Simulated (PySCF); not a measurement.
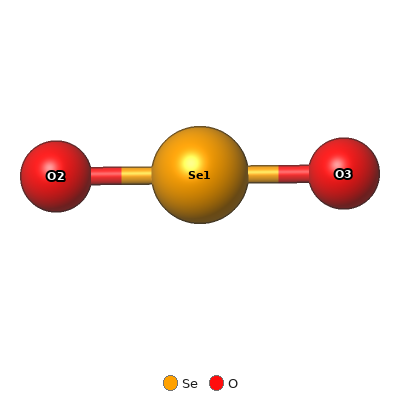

Structure of SeO₂²⁺, singlet.

Unscaled harmonic wavenumbers and double-harmonic intensities, PBE0/def2-TZVP with PySCF, isolated molecule. The structure is the lowest of the points that a search from linear and bent starts found. Degenerate modes count as one line, with their intensities summed. Lorentzian lines of 10 cm⁻¹ full width. Close modes add up in the curve.

Q: Predict the infrared spectrum.

A: The most intense lines (point group D∞h) lie at 1141.2 cm⁻¹ (5.4 km/mol, σu+) and 137.8 cm⁻¹ (5.1 km/mol, πu). It has no imaginary mode, so it is a minimum.

```csv
cm⁻¹,km/mol,symmetry
137.8,5.1,πu (×2)
988.5,0.0,σg+
1141.2,5.4,σu+
```

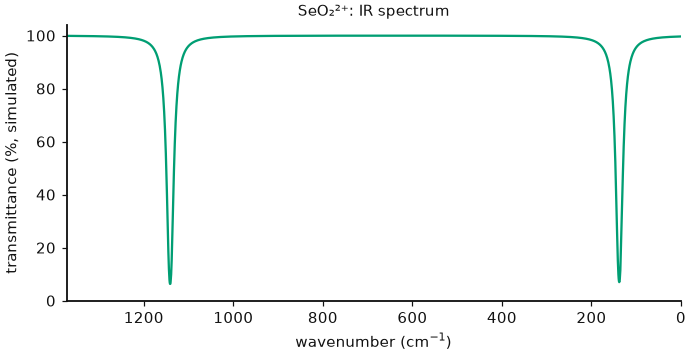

Note: no scalar relativity.
